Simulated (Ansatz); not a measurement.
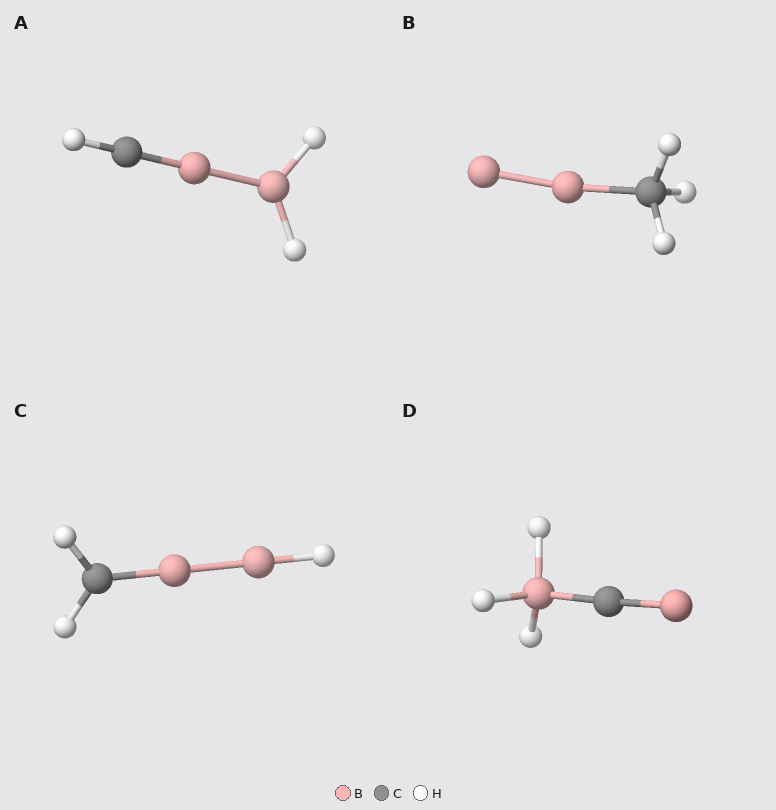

4 stationary structures of one formula. State: neutral, doublet. Geometries: PBE-D4/def2-SVP. Electronic energies: PBE-D4/def2-SVP (Ansatz 0.2.0), without zero-point energy. No frequency run is at hand to confirm each as a minimum.

Which is lowest in energy, and by how much?

C is lowest; A lies 64.3 kJ/mol above it (C2v), B lies 172.8 kJ/mol above it, D lies 326.0 kJ/mol above it.

The determinant isn't a pure spin state (⟨S²⟩ up to 1.75).
